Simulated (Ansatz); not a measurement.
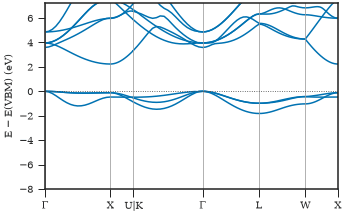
Band structure from the program Ansatz at the PBE level (PAW)

Task: Read off the gap and where the band edges lie.

Result: About 2.2 eV (2.23 eV by a search for the band edges); maximum at Γ, minimum at X.

The material is BaS (rock salt, space group No. 225).

Space group Fm-3m (rock salt). Symmetry was held in the PBE relaxation. Scalar-relativistic: spin–orbit coupling is off unless named, which matters more the heavier the elements.

Potentials: the later of the program's two PAW sets.
